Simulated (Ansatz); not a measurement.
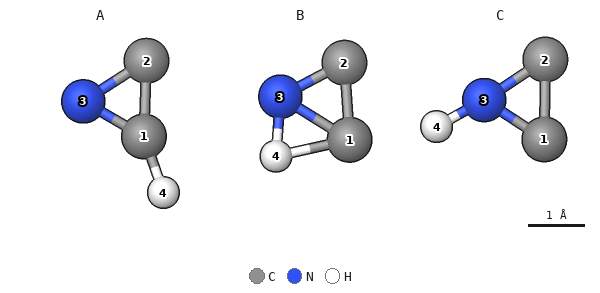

3 geometries from a converged minimum-energy path of C$_{2}$HN, shuffled. A ball-and-stick model, seen face on.

Level of theory: RHF/def2-SVP (Ansatz). Set-up: 5 movable images; climbing image; force threshold 0.05 eV/Å; iteration limit 60; starting path through a guess of the saddle point.

### One of them is the converged climbing image. Which?

B. In order along the path, whose images run from 0 to 6: C (image 1, +0.53 eV), B (image 3, +2.00 eV), A (image 6, −1.34 eV). A hydrogen atom shifts from one atom to another. Breaking: N3–H4 (1.01 → 1.09 at the top → 2.20 Å). Forming: C1–H4 (2.21 → 1.37 at the top → 1.08 Å).

The run took 57 s on 1 thread of Arm Neoverse N1, on a shared host, peak memory 0.082 GiB.
